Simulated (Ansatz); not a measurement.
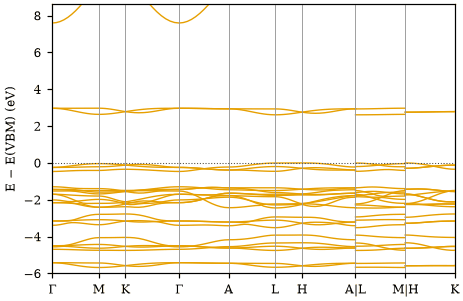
*Band structure from r²SCAN (plane waves, PAW; program Ansatz)*

Problem. Read off the gap and where the band edges lie.

Solution. About 2.6 eV (2.61 eV by a search for the band edges); maximum at H, minimum at L.

Problem. Which of these materials gives this?
A. PtS2, CdI2 type
B. Ga2O3, La2O3 or Ni2Al3 type
C. HgTe, P3_121 (Hg on 3a, Te on 3b)
D. K2PdF6, P-3m1 (K on 2d, Pd on 1a, F on 6i)

Solution. D, K2PdF6, P-3m1 (K on 2d, Pd on 1a, F on 6i)

The first step of the workflow began from a Materials Project structure, measured or hypothetical; the Crystallography Open Database files this formula in space group No. 164, but the cells were not matched. Whether it is the stable phase at ambient conditions was not checked. The cell was relaxed with r²SCAN under the symmetry of its start; whether a distortion lowers the energy is not shown. No spin polarisation was allowed. Scalar-relativistic: spin–orbit coupling is off unless named, which matters more the heavier the elements.

Potentials: the later of the program's two PAW sets.
